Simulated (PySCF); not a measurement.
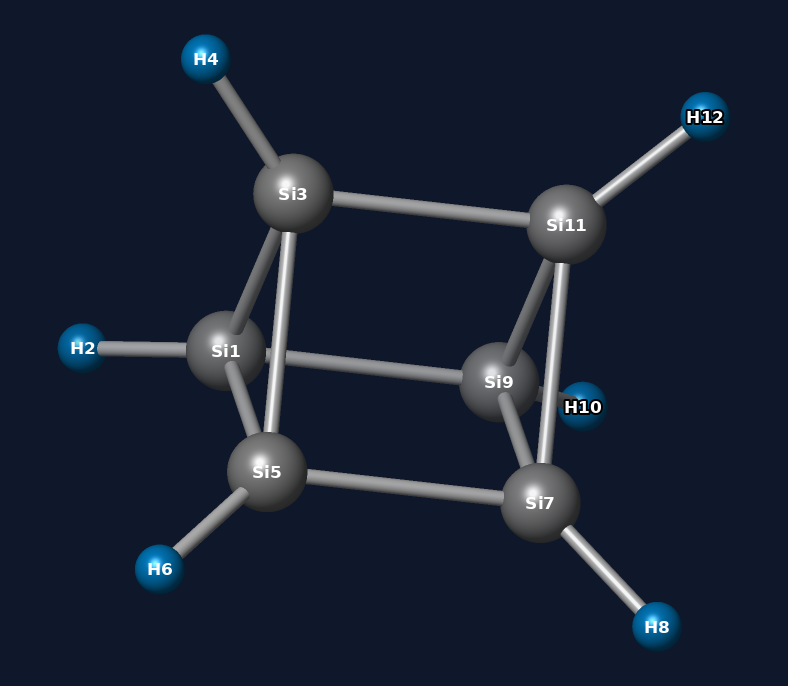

The geometry was computed by an optimisation with PBE0-D3(BJ)/def2-SVP. No frequency run is at hand to confirm it as a minimum. Properties computed with delta-SCF UKS SCAN, pcX-2 on the ionised atom (unc-x2c-TZVPall on a metal), pcseg-1 elsewhere, spin-free X2C (PySCF 2.14.0).

Give the core-electron binding energies (to vacuum; p and d levels without spin–orbit splitting) of Si1 1s, Si1 2p.

```
atom  level  binding energy (eV)
 Si1     1s               1845.3
 Si1     2p                105.8
```
